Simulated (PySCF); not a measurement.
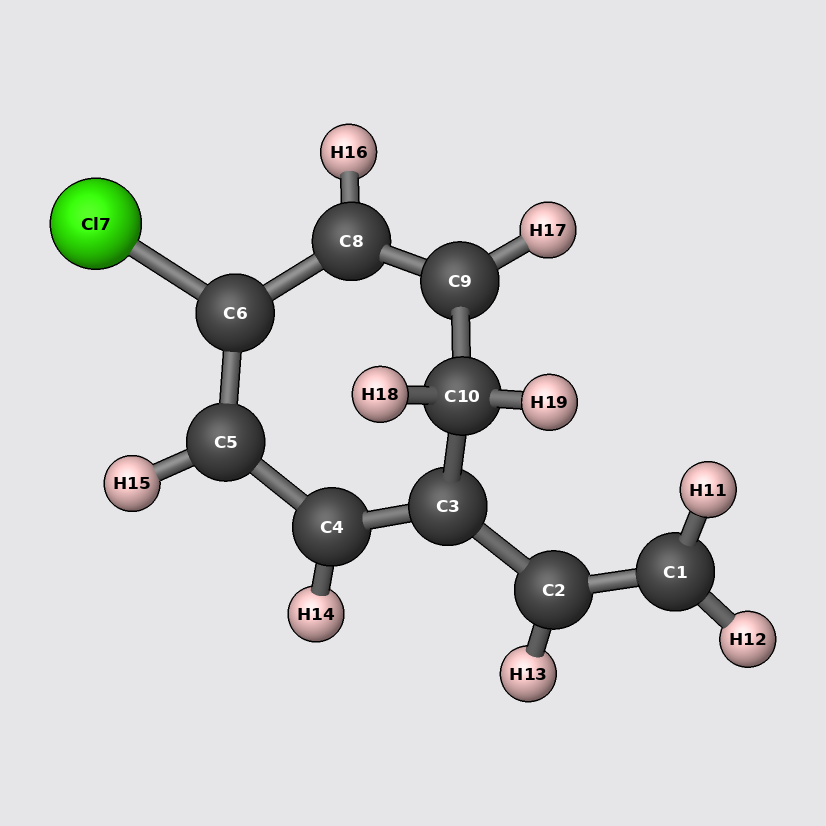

The computed structure is the end point of a GFN2-xTB optimisation. No frequency run is at hand to confirm it as a minimum. Level of theory: GIAO PBE0/pcSseg-1 NMR shielding, non-relativistic, gas phase (PySCF 2.14.0). Principal shieldings σ11 ≤ σ22 ≤ σ33, span Ω = σ33 − σ11, skew κ = 3(σiso − σ22)/Ω.

Give the shielding tensors of the C atoms.

```csv
atom,σ11,σ22,σ33,σiso,Ω,κ
C1,−44.0,69.7,170.3,65.3,214.3,−0.06
C2,−69.4,49.1,144.8,41.5,214.2,−0.11
C3,−39.0,37.2,161.9,53.4,200.9,0.24
C4,−39.5,59.2,147.5,55.7,187.0,−0.06
C5,−49.7,55.1,146.4,50.6,196.1,−0.07
C6,−64.2,61.8,117.9,38.5,182.1,−0.38
C8,−49.9,66.7,140.0,52.3,189.9,−0.23
C9,−25.8,29.7,165.8,56.6,191.5,0.42
C10,132.9,163.1,169.5,155.2,36.6,−0.65
```

Shieldings and span in ppm.
